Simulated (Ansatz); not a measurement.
# Direct or indirect: LiF (Fm-3m)

```cif
data_structure
_symmetry_space_group_name_H-M 'P 1'
_symmetry_Int_Tables_number 1
_cell_length_a 2.8482
_cell_length_b 2.8482
_cell_length_c 2.8482
_cell_angle_alpha 60.000
_cell_angle_beta 60.000
_cell_angle_gamma 60.000
_cell_volume 16.34
loop_
_atom_site_label
_atom_site_type_symbol
_atom_site_fract_x
_atom_site_fract_y
_atom_site_fract_z
_atom_site_occupancy
F1 F 0.50000 0.50000 0.50000 1
Li1 Li 0.00000 0.00000 0.00000 1
```

Method: Ansatz, PBE, independent particles, without spin-orbit coupling, line width 0.2 eV (Gaussian). The band structure gives a fundamental gap of 9.09 eV. The spectrum of vertical transitions near the edge:

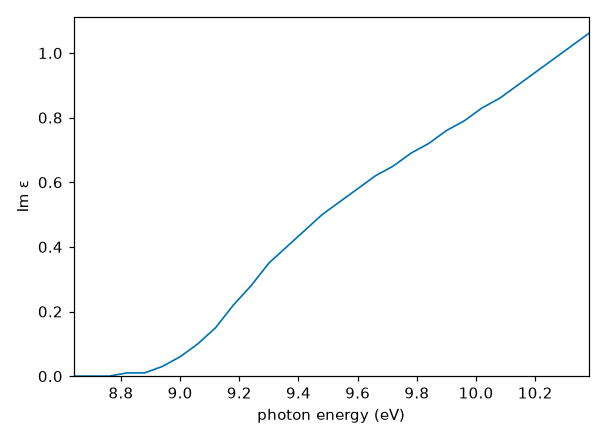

(1) Is the gap direct or indirect, and about where do vertical transitions set in?

Results:

(1) Direct: the band path has its least direct gap at the fundamental one, 9.09 eV, and the curves rise from there. Lines are broadened by 0.2 eV, which spreads the edge.

[Logs are printed without paths, hosts, clocks, repeated set-up lines and the standing remarks that a program may print on its own settings, such as how far it seeks lower states.]
